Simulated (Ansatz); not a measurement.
## Computed frozen-phonon scan: TiC (rock salt)

TiC (rock salt)

```yaml
crystal:
  lattice:
    - [0.00000, 4.32781, 4.32781]
    - [2.16390, 0.00000, 2.16390]
    - [2.16390, 2.16390, 0.00000]
  atoms:
    - { symbol: C, position: [0.00000, 0.00000, 0.00000] }
    - { symbol: C, position: [0.50000, 0.00000, 0.00000] }
    - { symbol: Ti, position: [0.25000, 0.50000, 0.50000] }
    - { symbol: Ti, position: [0.75000, 0.50000, 0.50000] }
```

A phonon eigenvector at L = (0.5, 0.0, 0.0) is frozen into this cell: atom i moves by Q times the vector below, so Q is the largest atomic displacement, in Å. The cell is held. It is one choice among 2 degenerate patterns. (q is in reciprocal vectors of the primitive cell; the cell shown is doubled to hold the pattern.)

```json
[
 {"atom": "C1", "x": "-0.285", "y": "0.520", "z": "-0.805"},
 {"atom": "C2", "x": "0.285", "y": "-0.520", "z": "0.805"}
]
```

Atoms not listed stay in place.

Calculation: r2SCAN (plane waves to 500 eV, PAW, scalar-relativistic; Ansatz, a program for electronic structure). k mesh 9×18×18 (Γ-centred), Fermi-Dirac smearing 0.05 eV. The energy includes the smearing's −TS. With partly filled bands, energies and forces of such displacements shift with the k mesh and the smearing. TiC is run without spin polarisation. TiC was relaxed with its symmetry unable to fall. The zero of ΔE is the undisplaced structure.

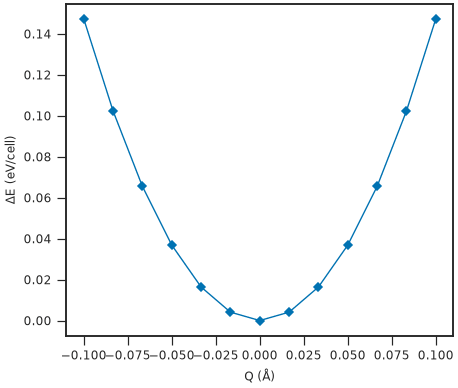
Figure. ΔE (eV/cell) against Q (Å); computed points joined by lines.

The energy at Q = 0.100 Å is 147 meV/cell. Space group of the distorted cell: P-1 (No. 2), lowered from Fm-3m. Shape of the curve: a single well with its minimum at or next to zero displacement. Symmetry of the curve: even: the same for both signs. Wavenumber by perturbation theory (DFPT, on another k mesh): 578 cm⁻¹.

(A displaced cell: forces are minus the slopes of the energy, force constants its curvatures, and phonons follow from these.)
